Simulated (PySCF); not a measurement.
# C₂H₆AlCl: what the fields show

Input

```
{"job": {"kind": "sp", "xc": "M06-2X", "basis": "def2-TZVP", "grid": 3}, "charge": 0, "multiplicity": 1}
C     -1.602554    -0.455968     0.571408
Al    -0.074424     0.577790    -0.048369
C      1.670511    -0.110815    -0.565480
Cl    -0.324563     2.682966    -0.141007
H     -1.798733    -0.250174     1.637864
H     -1.454450    -1.541848     0.461888
H     -2.519747    -0.175806     0.027610
H      2.050275     0.393509    -1.468762
H      2.407342     0.082518     0.233631
H      1.661931    -1.196687    -0.750275
```

Launched as:

```sh
OMP_NUM_THREADS=1 python redox_run.py task.json out
```

Geometry: PBE0-D3(BJ)/def2-SVP.

Level of theory: DFT single point, gas phase, functional M06-2X (PySCF 2.14.0, density-fitted response routines).

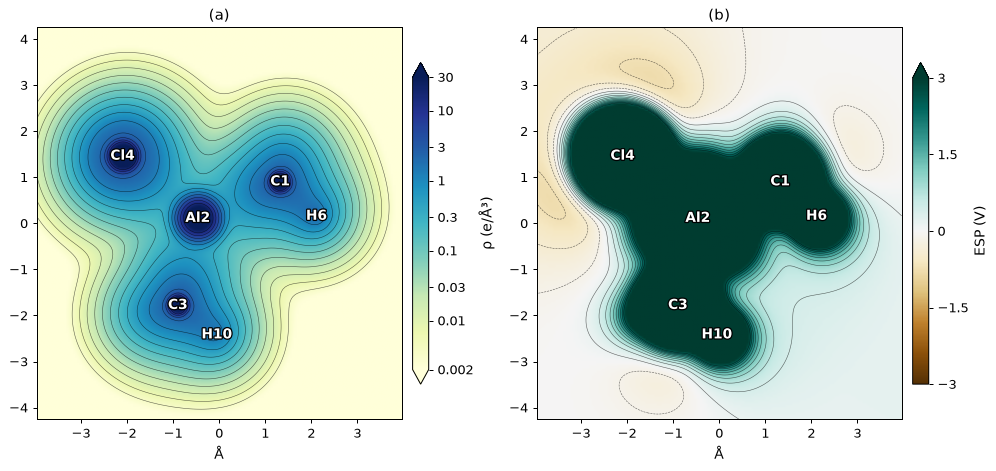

Figure 1. (a) electron density; (b) molecular electrostatic potential on the plane of atoms C1, Al2 and Cl4.

Q: Read the bonding off the picture.

A: The section cuts through C, Al, Cl and H sites. C–Al (1.95 Å): ρ is about 0.72 e/Å³ halfway. Al–Cl (2.12 Å): ρ is about 0.7 e/Å³ halfway. C–H (1.10 Å): the density is about 1.9 e/Å³ at the midpoint. Outside the dense part of the molecule the potential is most negative (−0.8 V) near Cl4.

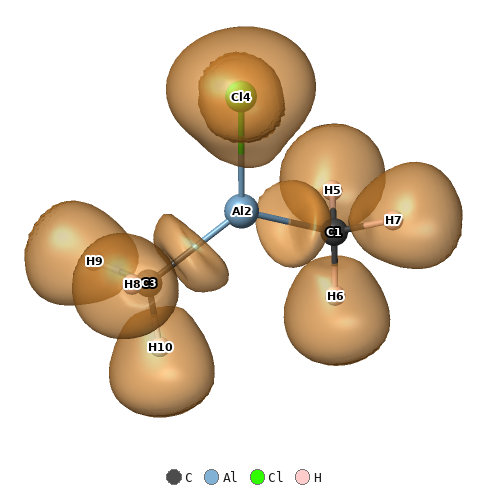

Figure 2. Isosurface of the electron localisation function at 0.8 (orange), seen at a tilt. Core shells and regions of very low density are left out.

Q: Describe the localisation domains.

A: The ELF exceeds this value in two regions between bonded Al–C atoms (shared pairs), six regions around hydrogen nuclei and one region on Cl in which the atom's valence shell and bonds are merged. Along the contacts the grid gives the following. C–Al (1.95 Å): the ELF peaks at about 0.95 between the atoms; a polar covalent bond. Al–Cl (2.12 Å): the ELF peaks at about 0.85 in the valence shell of Cl, 0.9 Å from its nucleus, and is about 0.80 at the midpoint.

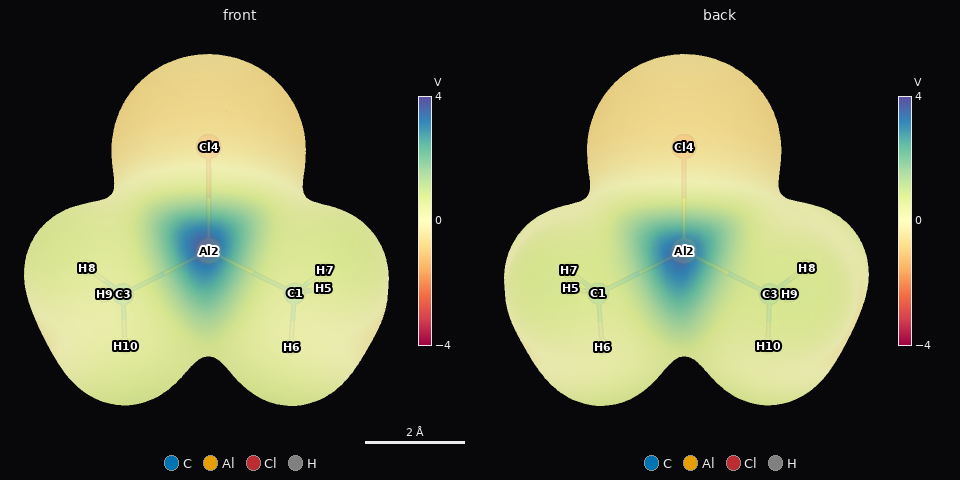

Figure 3. The electrostatic potential painted on the density surface at 0.002 e/bohr³, seen from the front and from behind; the colour scale runs from red (negative) to blue (positive).

Q: Describe the electrostatic potential map.

A: The most negative region (about −0.8 V, or −18 kcal/mol for a unit charge) lies over Cl4, the most positive (about +3.4 V, or +78 kcal/mol for a unit charge) over Al2.
